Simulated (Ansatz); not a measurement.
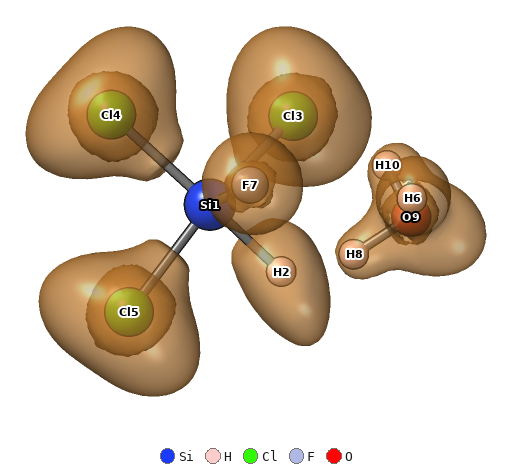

Cl₃FHSi···H₃O. Isosurface of the ELF at 0.75 (orange), seen at a tilt. Only the valence region is drawn (cores and ρ < 0.01 e/Å³ removed).

A transition-state structure; geometry: PBE0-D4/def2-TZVP.

Method: Ansatz 0.2.0, RKS PBE0-D4/def2-TZVPP.

```xyz
10

Si   -0.4573   -0.7741    0.7107
H     0.2524   -0.8692   -0.6826
Cl   -1.6862    0.8115   -0.3940
Cl   -1.9251   -0.8103    2.1749
Cl    0.0200   -2.7975    0.8599
H     1.4518    1.5755   -0.5952
F     0.6839    0.1485    1.3766
H     0.8150    0.1444   -1.0472
O     0.9219    1.1795   -1.3056
H    -0.0765    1.3920   -1.0973
```

What do the ELF domains correspond to?

The surface consists of one region around a hydrogen nucleus, three regions on Cl in which the atom's valence shell and bonds are merged, one region wrapped around F (its lone pairs, merged into a ring or cap) and one joined region spread over several atoms (H, O), in which their bonds and any lone pairs are merged.

Values along the shortest contacts:
H2···H8 (1.22 Å): the ELF is about 0.80 at the midpoint and 0.60 at its lowest between the atoms. Si–F (1.61 Å): the ELF peaks at about 0.85 in the valence shell of F, 0.6 Å from its nucleus, and is about 0.50 at the midpoint.
